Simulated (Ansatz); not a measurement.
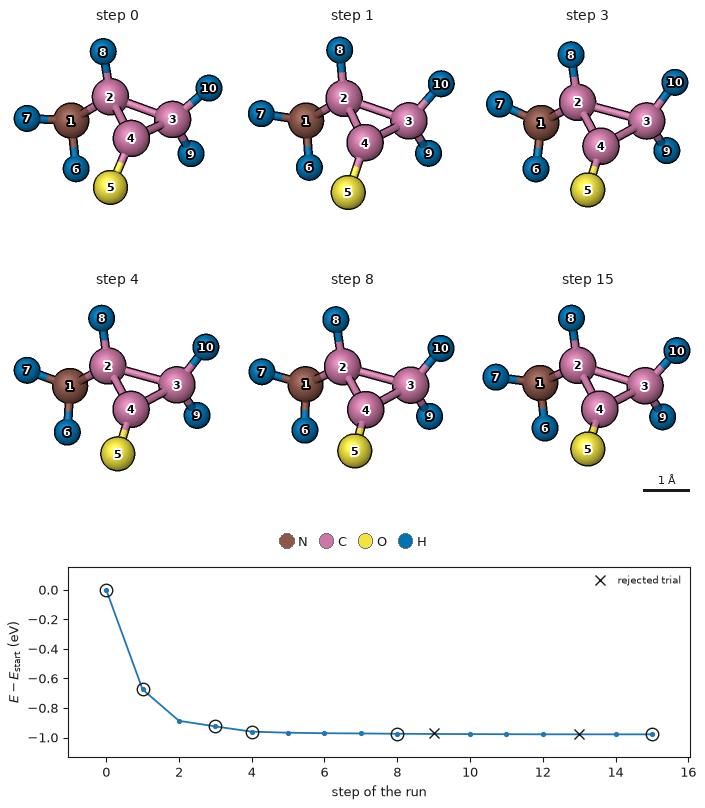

Frames of a relaxation of C3H5NO, marked on the history of the run. A ball-and-stick model, seen from a free direction.

The run prepares an end point of a later path (torsion) calculation, from a guessed geometry.

All numbers below come from RKS r2SCAN-D4/def2-SVP in Ansatz.

Input file:
```yaml
crystal:
  periodic: [false, false, false]
  atoms:
    - { symbol: "N", position_ang: [-1.447, 0.0066, -0.1587] }
    - { symbol: C, position_ang: [-0.2023, -0.6178, 0.0552] }
    - { symbol: C, position_ang: [0.8423, 0.0867, 0.8167] }
    - { symbol: C, position_ang: [1.0363, -0.007, -0.6189] }
    - { symbol: O, position_ang: [1.0286, 0.8417, -1.4831] }
    - { symbol: H, position_ang: [-1.3448, 1.0596, -0.3805] }
    - { symbol: H, position_ang: [-1.9014, -0.3099, -1.0179] }
    - { symbol: H, position_ang: [-0.1828, -1.6808, 0.0931] }
    - { symbol: H, position_ang: [0.6833, 1.086, 1.275] }
    - { symbol: H, position_ang: [1.571, -0.5163, 1.4221] }
basis:
  gaussian: { orbitals: def2-SVP }
hamiltonian:
  xc: r2scan
  dispersion: d4
relax:
  f_tol: 0.015
  max_steps: 40
output:
  orbitals: {}
```

Command:
```bash
ansatz run input.yaml --threads 2 --pin off --max-ram 3072MiB --backend cpu --events-out ev --progress --plain --runs-dir out
```

### What happens along the run?

The energy falls by 0.978 eV in 13 accepted moves (15 points after the start). The largest force component goes from 3.7 to 0.011 eV/Å. The line search rejected the trial steps at points 9, 13 of the run. The largest move after the best rigid fit is that of O5, 0.46 Å. Largest moves by element: O 0.46 Å, H 0.19 Å, C 0.17 Å, N 0.09 Å. Some distances before and after: C2–C3 1.472 → 1.564 Å, N1–H6 1.081 → 1.022 Å, C2–C4 1.537 → 1.478 Å, C2–H8 1.064 → 1.098 Å. Among the angles between lasting bonds that change: C2–C4–O5 125.9° → 147.4°, C3–C4–O5 131.3° → 145.1°, C4–C3–H10 114.3° → 121.0°. From step 0 to 1: O5 moves most (0.15 Å), energy −0.674 eV. From step 1 to 3: H7 moves most (0.28 Å), energy −0.250 eV. From step 3 to 4: H7 moves most (0.08 Å), energy −0.035 eV. From step 4 to 8: O and H atoms move most (0.16 Å), energy −0.014 eV. From step 8 to 15: H atoms move most (0.15 Å), energy −0.004 eV.
